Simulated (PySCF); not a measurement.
# GeH2Cl (SMILES [Cl][GeH2]) at UB2PLYP/STO-3G

Aim: the vertical ionisation energy of GeH2Cl at UB2PLYP/STO-3G, from 2 runs. Input form: a Python script.

The calculation is run with PySCF 2.14.0.

4 further runs of the same task are left out: 4 set aside as unsound or not needed.

## 1. The molecule

GeH2Cl: 4 atoms, total charge 0, spin state doublet. As SMILES, `[Cl][GeH2]`. The shape is that of a PBE0-D4/def2-TZVP optimisation.

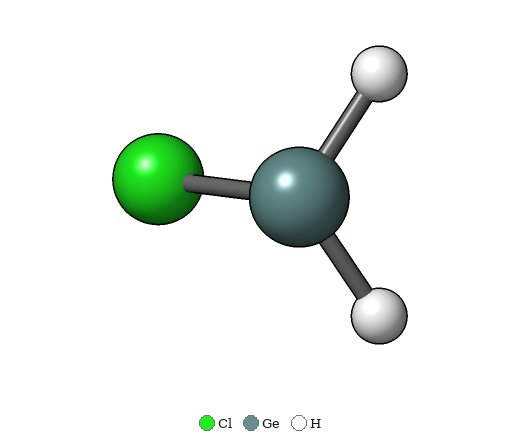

The structure, seen from a chosen angle (chlorine green, germanium teal, hydrogen white).

## 2. The energy at UB2PLYP/STO-3G

Input file input.py:

```python
from pyscf import gto, dft, mp

mol = gto.Mole()
mol.atom = [
    ('Cl', (-1.562900, 0.305200, 0.993500)),
    ('Ge', (0.106700, -0.451100, -0.141600)),
    ('H', (0.072700, 0.259600, -1.514200)),
    ('H', (1.383400, -0.113700, 0.662300)),
]
mol.spin = 1
mol.verbose = 3
mol.max_memory = 1860
mol.basis = 'sto-3g'
mol.build()

mf = dft.UKS(mol)
mf.xc = '0.53*HF + 0.47*B88, 0.73*LYP'
mf.conv_tol = 1e-10
mf.grids.level = 5
mf.kernel()
if not mf.converged:
    mf = mf.newton().run(mf.mo_coeff, mf.mo_occ)

pt = mp.MP2(mf, frozen=14).run()
energy = mf.e_tot + 0.27 * pt.e_corr
print('PT2 part  %.8f' % (0.27 * pt.e_corr))
print(f'total energy: {energy:.8f} hartree')
```

On the command line:

```
OMP_NUM_THREADS=1 python input.py
```

What it wrote:

```text
WARN: HOMO -0.373286716746398 >= LUMO -0.373286716746401

converged SCF energy = -2508.91517148678  <S^2> = 0.75079878  2S+1 = 2.0007986
E(UMP2) = -2508.96166031054  E_corr = -0.0464888237635739
E(SCS-UMP2) = -2508.96779445405  E_corr = -0.0526229672693352
PT2 part  -0.01255198
total energy: -2508.92772347 hartree
```

Run time: 5.7 s. Hardware: 1 thread of Arm Neoverse V2, shared host; peak memory 0.24 GiB.

## 3. The singlet cation

Input file job.py:

```python
from pyscf import gto, dft, mp

system = gto.M(
    atom='''
Cl      -1.562900       0.305200       0.993500
Ge       0.106700      -0.451100      -0.141600
H        0.072700       0.259600      -1.514200
H        1.383400      -0.113700       0.662300
''',
    basis='sto-3g',
    max_memory=1860,
    charge=1,
    spin=0,
    verbose=3,
)

calc0 = dft.RKS(system)
calc0.xc = '0.53*HF + 0.47*B88, 0.73*LYP'
calc0.conv_tol = 1e-10
calc0.grids.level = 5
calc0.kernel()
if not calc0.converged:
    calc0 = calc0.newton().run(calc0.mo_coeff, calc0.mo_occ)

pt = mp.MP2(calc0, frozen=14).run()
e_tot = calc0.e_tot + 0.27 * pt.e_corr
print('PT2 part  %.8f' % (0.27 * pt.e_corr))
print('E = %.10f Eh' % e_tot)
```

On the command line:

```
OMP_NUM_THREADS=1 python job.py
```

What it wrote:

```text
converged SCF energy = -2508.64844952449
E(RMP2) = -2508.72386526857  E_corr = -0.0754157440842182
E(SCS-RMP2) = -2508.73079479804  E_corr = -0.0823452735499026
PT2 part  -0.02036225
E = -2508.6688117754 Eh
```

Wall time 3.6 s (1 thread of Arm Neoverse V2, shared host); peak memory 0.23 GiB.

## 4. Outcome

At UB2PLYP/STO-3G, 14 core orbitals frozen:

```
                                                                quantity           value
                                            doublet GeH2Cl: total energy  -2508.92772 Eh
                                doublet GeH2Cl: dipole moment (SCF part)          2.82 D
doublet GeH2Cl: HOMO energy (SCF part's orbitals) (highest over α and β)        -5.52 eV
 doublet GeH2Cl: LUMO energy (SCF part's orbitals) (lowest over α and β)         0.90 eV
                                                    doublet GeH2Cl: ⟨S²⟩           0.751
                                            singlet cation: total energy  -2508.66881 Eh
                       singlet cation: HOMO energy (SCF part's orbitals)       -15.23 eV
                       singlet cation: LUMO energy (SCF part's orbitals)        -8.86 eV
                     singlet cation: HOMO–LUMO gap (SCF part's orbitals)         6.37 eV
                      vertical ionisation energy (to the singlet cation)        7.045 eV
```

**Reading.** Removing an electron at fixed nuclei costs 7.05 eV (680 kJ/mol). Only the singlet of the ionised species was computed; a triplet could lie lower. In a minimal basis such a difference can be off by several eV, whatever the method.
